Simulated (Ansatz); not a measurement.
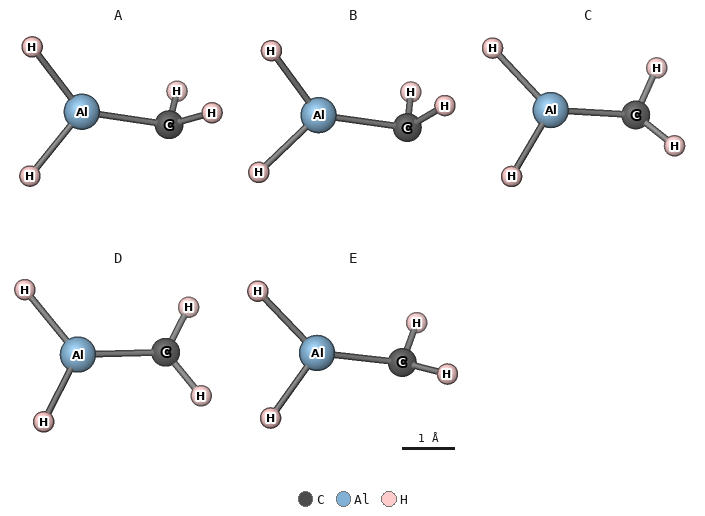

5 geometries from one relaxation of CH$_{4}$Al (charge −1), in shuffled order. Style: ball-and-stick. Shown at a tilt.

These are results of Ansatz, RKS PBE0-D4/def2-TZVPD, not measurements. Set-up: force threshold 0.005 eV/Å; at most 200 steps.

> Order the frames from highest to lowest energy.

B, A, E, C, D. They are steps 0, 2, 4, 6, 11, at +102.8 kJ/mol, +93.9 kJ/mol, +59.0 kJ/mol, +19.0 kJ/mol relative to the last. An H atom moves most after the best rigid fit: 1.10 Å. Largest moves by element: H 1.10 Å, C 0.40 Å, Al 0.14 Å. Near-neighbour distances that change, for instance: Al–C 1.896 → 1.837 Å, C–H 1.120 → 1.093 Å, Al–H 1.657 → 1.631 Å. Among the angles between lasting bonds that change: H–Al–H 93.2° → 111.9°, Al–C–H 106.7° → 124.2°, C–Al–H 137.6° → 124.1°. Over 11 geometry steps the energy falls by 102.8 kJ/mol. Largest force component: 0.52 eV/Å at the start, 0.0007 eV/Å at the end.
